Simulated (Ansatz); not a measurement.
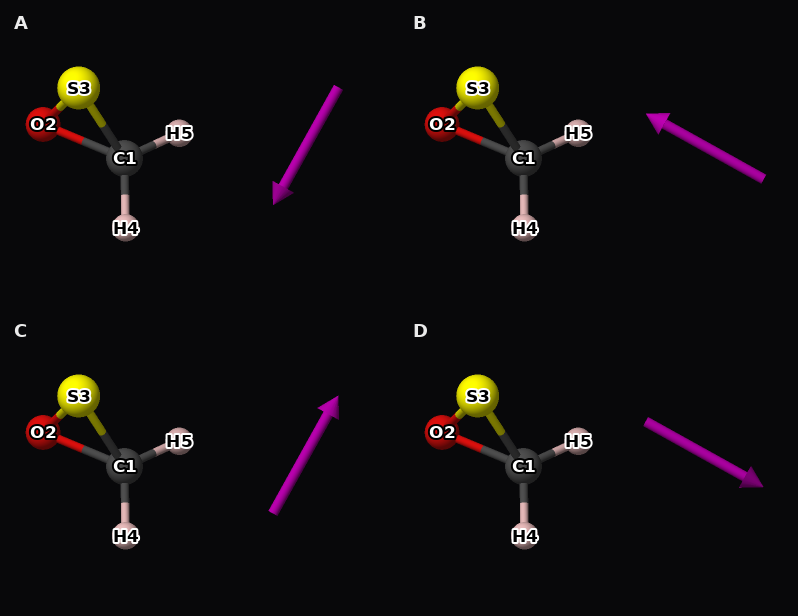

The same molecule four times, each with an arrow. The geometry was computed by an optimisation with PBE0-D4/def2-TZVP. No frequency run is at hand to confirm it as a minimum. Level of theory: RKS PBE0-D4/def2-TZVP (Ansatz 0.2.0).

### Which arrow points along the dipole moment, from the negative to the positive end?

D. The dipole moment is 1.94 D; it points from the side of O2 to the side of H4, H5 (the outermost atoms at the two ends).
